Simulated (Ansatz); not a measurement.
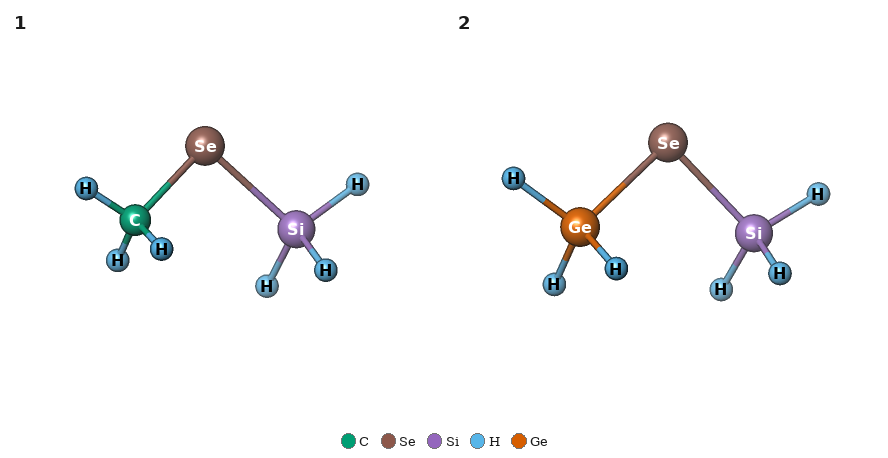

2 molecules with one skeleton, seen from the same side and at one scale. Charge 0, singlet. Computed geometries: PBE0-D4/def2-TZVP optimisations, one conformation each. Properties computed with Ansatz 0.2.0.

One atom differs, called X below: C in panel 1, Ge in panel 2. Their formulas are CH6SeSi (`C[Se][SiH3]`), GeH6SeSi (`[SiH3][Se][GeH3]`).

### In which is the mean length of X–H larger (PBE0-D4/def2-TZVP)?

In panel 2 (X = Ge).

### In which is the HOMO energy (Kohn–Sham orbital) higher (PBE0-D4/def2-SVP)?

In panel 1 (X = C).

Give the values. With PBE0-D4/def2-TZVP: mean length of X–H (Å), length of X–Se (Å), mean angle H–X–H (°). With PBE0-D4/def2-SVP: HOMO energy (Kohn–Sham orbital) (eV), HOMO–LUMO gap (eV). With ωB97M-V/def2-TZVPP: dipole moment (D).

```
                            quantity  1 (C)  2 (Ge)   2 − 1
              mean length of X–H (Å)  1.088   1.535  +0.447
                  length of X–Se (Å)  1.958   2.358  +0.400
                mean angle H–X–H (°)  109.9   110.4    +0.5
HOMO energy (Kohn–Sham orbital) (eV)  −6.51   −6.91   −0.40
                  HOMO–LUMO gap (eV)   6.72    6.69   −0.03
                   dipole moment (D)   1.33    1.09   −0.24
```
